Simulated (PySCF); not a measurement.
# CH₁₂NPSi₃ (SMILES CN[SiH2]P([SiH3])[SiH3]): what the fields show

```yaml
atoms:
  - { symbol: C, position_ang: [3.2314, -0.1822, -0.0746] }
  - { symbol: N, position_ang: [1.8467, -0.3397, -0.4441] }
  - { symbol: Si, position_ang: [0.6376, 0.7844, 0.0047] }
  - { symbol: P, position_ang: [-1.2045, 0.0346, -0.9934] }
  - { symbol: Si, position_ang: [-1.6054, -1.8437, 0.1243] }
  - { symbol: Si, position_ang: [-2.6884, 1.4262, -0.1182] }
  - { symbol: H, position_ang: [3.7363, -1.1493, -0.0858] }
  - { symbol: H, position_ang: [3.2746, 0.2239, 0.9328] }
  - { symbol: H, position_ang: [3.7691, 0.5013, -0.7398] }
  - { symbol: H, position_ang: [1.7377, -0.8170, -1.3274] }
  - { symbol: H, position_ang: [0.8171, 2.1789, -0.4332] }
  - { symbol: H, position_ang: [0.5852, 0.7719, 1.4723] }
  - { symbol: H, position_ang: [-2.9312, -2.3033, -0.2883] }
  - { symbol: H, position_ang: [-1.5881, -1.6611, 1.5787] }
  - { symbol: H, position_ang: [-0.5796, -2.8098, -0.2644] }
  - { symbol: H, position_ang: [-2.4434, 2.7408, -0.7061] }
  - { symbol: H, position_ang: [-2.5935, 1.5244, 1.3412] }
  - { symbol: H, position_ang: [-4.0105, 0.9258, -0.4889] }
```

Geometry: GFN2-xTB.

Theory: PySCF 2.14.0, CAM-B3LYP/def2-SVPD, SCF density, gas phase.

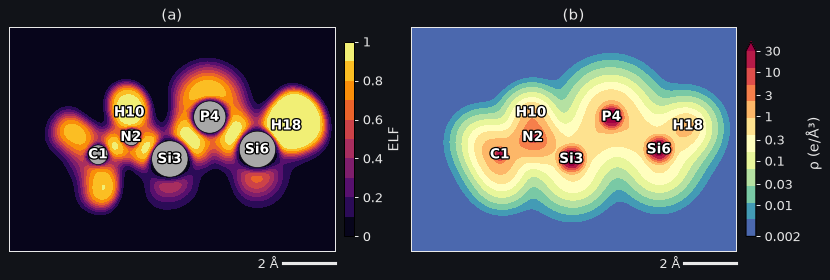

Figure 1. (a) electron localisation function; (b) total electron density on the plane of atoms Si3, P4 and Si6. Grey discs cover the atomic cores in the ELF map.

Describe what can be read from this map.

- The section cuts through C, N, Si, P and H sites.
- C–N (1.44 Å): the density is about 1.9 e/Å³ at the midpoint; the ELF peaks at about 0.95 between the atoms: a shared electron pair.
- Si–N (1.71 Å): ρ is about 1.1 e/Å³ halfway; the ELF peaks at about 0.90 between the atoms; a shared but strongly polarised pair.
- Si–P (2.21 Å): ρ at the midpoint is about 0.75 e/Å³; the ELF peaks at about 0.95 between the atoms, as expected for a shared electron pair.
- N–H (1.01 Å): ρ is about 2.8 e/Å³ halfway; the ELF climbs to about 1 towards the hydrogen, as it does in any bond to H (a covalent bond by its length).
- Si–H (1.46 Å): ρ is about 0.79 e/Å³ halfway; the ELF climbs to about 1 towards the hydrogen.
- The ELF also peaks beside P4, away from the bonds: lone-pair regions.

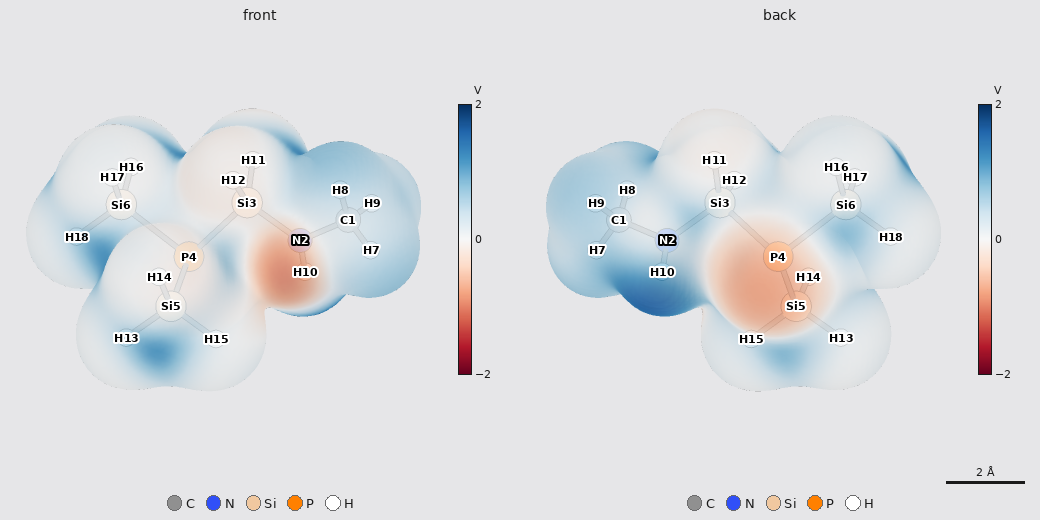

Figure 2. The molecular electrostatic potential painted on the density surface at 0.002 e/bohr³, seen from the front and from behind; the colour scale runs from red (negative) to blue (positive).

Which sites attract a positive test charge, and which a negative one?

A positive charge is drawn to the negative regions and a negative charge to the positive ones. The most negative region (about −0.9 V, or −21 kcal/mol for a unit charge) lies over N2 and P4, the most positive (about +1.6 V, or +37 kcal/mol for a unit charge) over H10.
